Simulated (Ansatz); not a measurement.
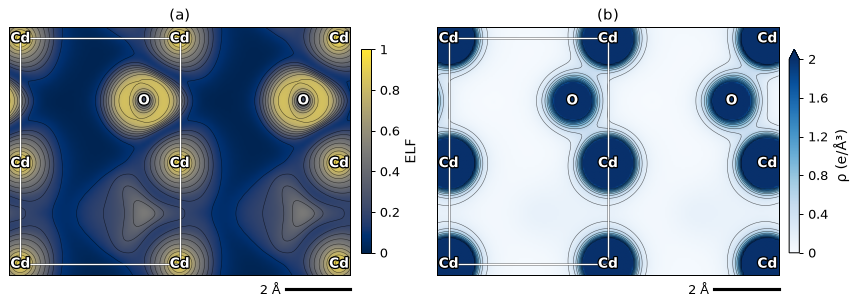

Figure. Cd$_{4}$O$_{3}$. (a) ELF; (b) valence electron density on the (11̄0) plane of the conventional cell.

Space group P-43m; a generated structure, not necessarily the stable one.

These are results of DFT PBE, scalar-relativistic, plane waves, PAW in Ansatz, not measurements.

Core electrons are frozen (PAW), and the valence fields are smoothed inside the atomic spheres.

Question: What do the fields say about this system?

Answer: The section cuts through Cd and O sites. Cd–O (2.22 Å): the density is about 0.48 e/Å³ at the midpoint; the ELF peaks at about 0.80 in the valence shell of O, 0.6 Å from its nucleus, and drops to about 0.10 between the two atoms: no shared electron pair shows on this line. Between the atoms the lowest density in this plane is 0.01 e/Å³. The features right at Cd lie inside the PAW spheres, where the map follows smoothed inner orbitals and isn't to be read closely.

Question: Which way does charge flow, and how much by Bader's partition?

Answer: Electrons move from Cd towards O. Bader charges: Cd +0.85 and O −1.13 e.
